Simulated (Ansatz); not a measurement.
C2S3 (P2_1/c), computed twice by G0W0.

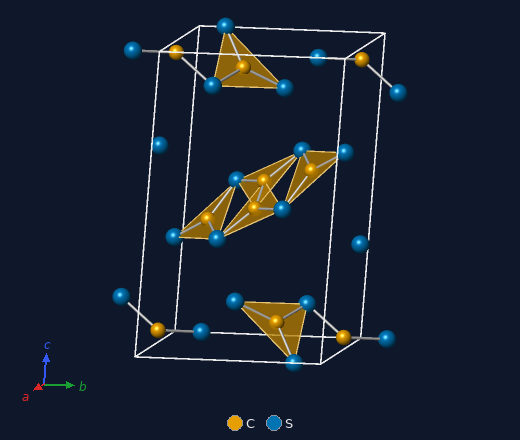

The structure (carbon orange, sulfur blue). Bonds to atoms that aren't drawn are left out. Some periodic images of atoms are drawn too.

```xyz
20
Lattice="5.8050 0.0000 0.0000 0.0000 6.6377 0.0000 -3.5391 0.0000 10.1819" Properties=species:S:1:pos:R:3 pbc="T T T"
C     2.3442    6.6089    0.3961
C     1.6913    3.2900    4.6949
C    -0.0783    0.0288    9.7858
C     0.5746    3.3477    5.4871
C    -1.5076    2.0733    9.1100
C     2.0039    5.3922    6.1629
C     3.7735    4.5644    1.0719
C     0.2619    1.2455    4.0191
S     1.1756    1.2349    0.1983
S     2.8598    4.5538    4.8926
S     1.0902    5.4028    9.9836
S    -0.5939    2.0839    5.2893
S     0.0242    1.3582    8.6806
S     0.4721    4.6770    6.5923
S     2.2416    5.2795    1.5013
S     1.7938    1.9607    3.5897
S    -2.1044    3.4104    8.3406
S     2.6007    0.0916    6.9323
S     4.3703    3.2273    1.8413
S    -0.3348    6.5461    3.2496
```

Geometry: measured cell, ions relaxed with PBE. The runs that relaxed it are not among those shown.

The first (Ansatz 0.2.0; start PBE, 4×2×2 mesh, 1027 empty bands, screening to 110 eV, PAW set soft_1 files; 1 × NVIDIA H100 80GB HBM3 (shared by 6 runs) with 2 threads of AMD EPYC 7R13 (Zen 3), shared host) gave, on its mesh: starting gap 1.59 eV, G0W0 gap 2.80 eV, RPA ε∞ (mean) 4.60, 74 s.

**Question.** The second changes start from PBE to LDA. What does it give?

It gave: starting gap 1.52 eV, G0W0 gap 2.71 eV, RPA ε∞ (mean) 4.88, 72 s. The G0W0 gap moves by −0.10 eV, −0.07 eV from the start and −0.03 eV from the correction. Σc changes by −0.06 eV at the valence top and −0.08 eV at the conduction bottom, and Σx − Vxc between them by −0.01 eV.

Limits: not at the basis limit; coarse k mesh.

[Paths, hosts, dates, memory and timing lines, banners, echoed tables and standing remarks are left out of the program output.]

[Logs are printed without paths, hosts, clocks, repeated set-up lines and the standing remarks that a program may print on its own settings, such as how far it seeks lower states.]

[Runs of the session that timed out or met a known fault of the program may be left out.]

[Cells called generated may have been cut or substituted from an entry of the Crystallography Open Database or the Materials Project.]

[Hosts, paths, dates, database ids (printed as entryN), source tags and the programs' standing remarks are cut or masked in the printed files.]
